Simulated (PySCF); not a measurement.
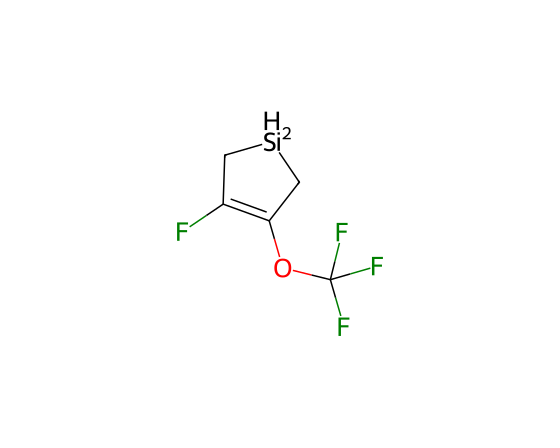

Computed geometry: GFN2-xTB optimisation. No frequency run is at hand to confirm it as a minimum. Properties computed with PBE0/pcSseg-1, gas phase (PySCF 2.14.0).

Computed properties:

The species is C5H6F4OSi (`FC1=C(OC(F)(F)F)C[SiH2]C1`).
- dipole moment: 4.18 D
- HOMO energy (Kohn–Sham orbital): −7.24 eV
- LUMO energy (Kohn–Sham orbital): 0.26 eV
- HOMO–LUMO gap: 7.50 eV

The geometry is semi-empirical. Around Si such bond lengths and angles can be off by a tenth of an ångström or more and by several degrees, and values that hang on the shape move with them.
